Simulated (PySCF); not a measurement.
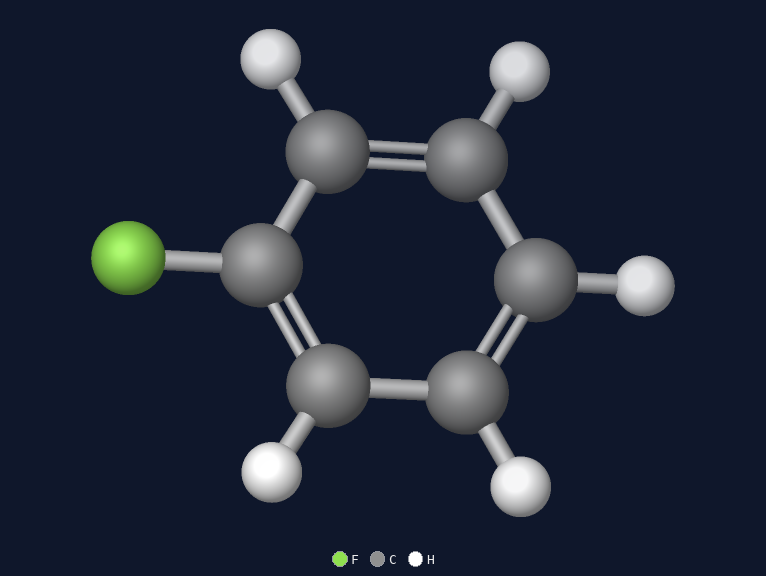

The computed structure is the end point of a PBE0-D3(BJ)/def2-SVP optimisation. No frequency run is at hand to confirm it as a minimum.

Give the structural formula.

SMILES: Fc1ccccc1

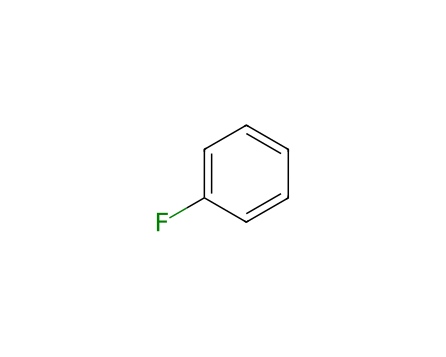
